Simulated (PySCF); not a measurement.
Input file:

```
{"job": {"kind": "nmr", "xc": "PBE0", "basis": "pcSseg-1"}, "charge": 0, "multiplicity": 1}
C     -2.620501     0.460352    -1.686928
C     -1.831094     0.561603    -0.620506
C     -0.628743    -0.221867    -0.465016
C      0.241958    -0.201023     0.557530
C      0.111463     0.678940     1.764838
Si     1.764214    -1.315024     0.538785
C      3.236387    -0.168070     0.679127
N      4.123483     0.551330     0.770357
H     -3.513287     1.051630    -1.795060
H     -2.395312    -0.219634    -2.492493
H     -2.089414     1.258095     0.164358
H     -0.432732    -0.896429    -1.291009
H     -0.807516     1.257401     1.771168
H      0.143453     0.073446     2.670870
H      0.955214     1.369009     1.807460
H      1.909390    -2.047401    -0.718546
H      1.826039    -2.180328     1.721713
```

Run with:

```sh
OMP_NUM_THREADS=1 python probes_run.py task.json out
```

Geometry: GFN2-xTB.

Theory: PBE0/pcSseg-1, SCF density, gas phase, non-relativistic in PySCF.

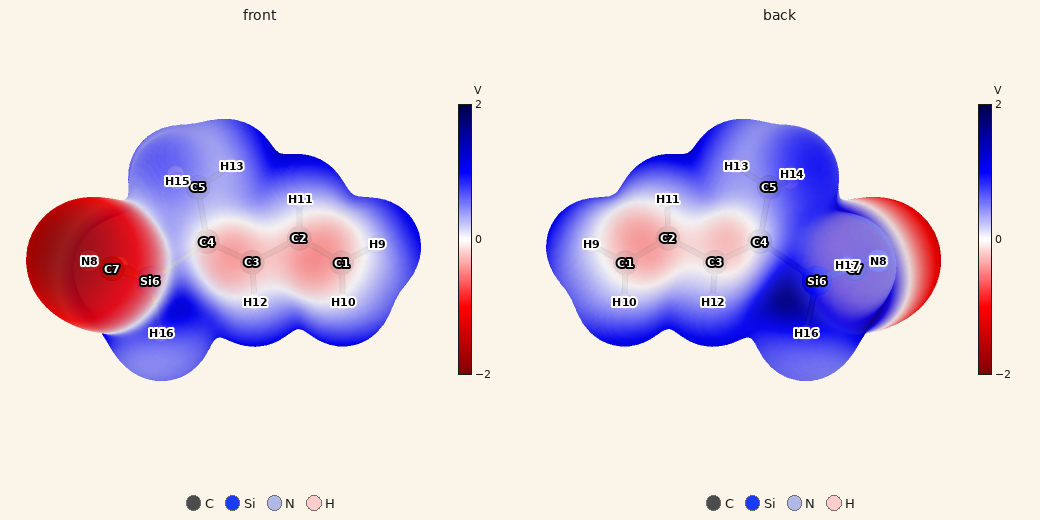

C$_{6}$H$_{9}$NSi (SMILES C=C/C=C(\C)[SiH2]C#N). The molecular electrostatic potential painted on the density surface at 0.002 e/bohr³, seen from the front and from behind; red is negative and blue positive.

**Where is the surface potential most negative and most positive?**

The most negative region (about −1.8 V) lies over N8, the most positive (about +1.6 V) over Si6. N8 is the likeliest acceptor of a hydrogen bond.

**How polar is the molecule by this calculation?**

Its dipole moment is 4.19 D.
